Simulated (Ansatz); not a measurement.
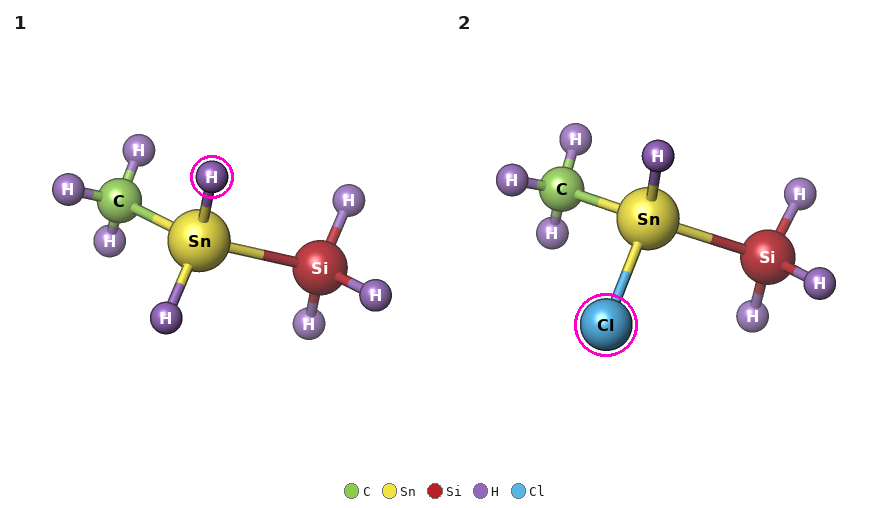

2 molecules with one skeleton, seen from the same side and at one scale; the atom that differs is circled. Charge 0, singlet. Computed geometries: PBE0-D4/def2-TZVP optimisations, one conformation each. Properties computed with Ansatz 0.2.0. Elements past Kr carry core potentials.

One atom differs, called X below: H in panel 1, Cl in panel 2. Their formulas are CH8SiSn (`[CH3][SnH2][SiH3]`), CH7ClSiSn (`[CH3][Sn@H]([SiH3])[Cl]`).

> In which is the HOMO–LUMO gap larger (PBE0-D4/def2-QZVPP)?

In panel 1 (X = H).

> In which is the angle Si–Sn–X larger (PBE0-D4/def2-TZVP)?

In panel 1 (X = H).

Give the values. With PBE0-D4/def2-TZVP: length of X–Sn (Å), angle Si–Sn–X (°). With PBE0-D4/def2-QZVPP: HOMO energy (Kohn–Sham orbital) (eV), HOMO–LUMO gap (eV).

| quantity | 1 (H) | 2 (Cl) | 2 − 1 |
| --- | --- | --- | --- |
| length of X–Sn (Å) | 1.713 | 2.354 | +0.641 |
| angle Si–Sn–X (°) | 110.1 | 104.6 | −5.5 |
| HOMO energy (Kohn–Sham orbital) (eV) | −7.72 | −7.81 | −0.09 |
| HOMO–LUMO gap (eV) | 7.56 | 6.98 | −0.58 |
